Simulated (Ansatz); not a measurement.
# Response to strain in Y

Consider Y in the hcp (Mg type) structure (space group P6_3/mmc, No. 194).

```yaml
crystal:
  lattice:
    - [3.68257, 0.00000, 0.00000]
    - [-1.84129, 3.18920, 0.00000]
    - [0.00000, 0.00000, 5.69848]
  atoms:
    - { symbol: Y, position: [0.33333, 0.66667, 0.75000] }
    - { symbol: Y, position: [0.66667, 0.33333, 0.25000] }
```

Strains are applied to the cell and any free atomic positions relax.

Level of theory: r2SCAN (Ansatz, a quantum-chemistry and plane-wave program; PAW; 500 eV plane waves; without spin-orbit coupling).

Notes on the quantities. energy relative to the base: free energy F.

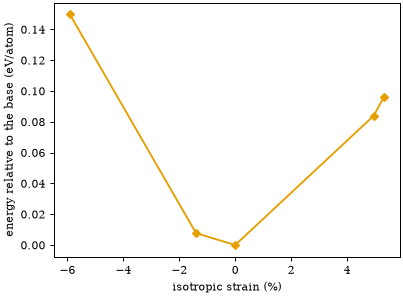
*Energy relative to the base against isotropic strain*

```
isotropic strain (%)  energy relative to the base
--------------------  ---------------------------
-5.91                               +150 meV/atom
-1.4                                +7.7 meV/atom
4.95                                 +84 meV/atom
5.32                                 +96 meV/atom
```

No phonon test of stability was made. The final runs are not spin-polarised.
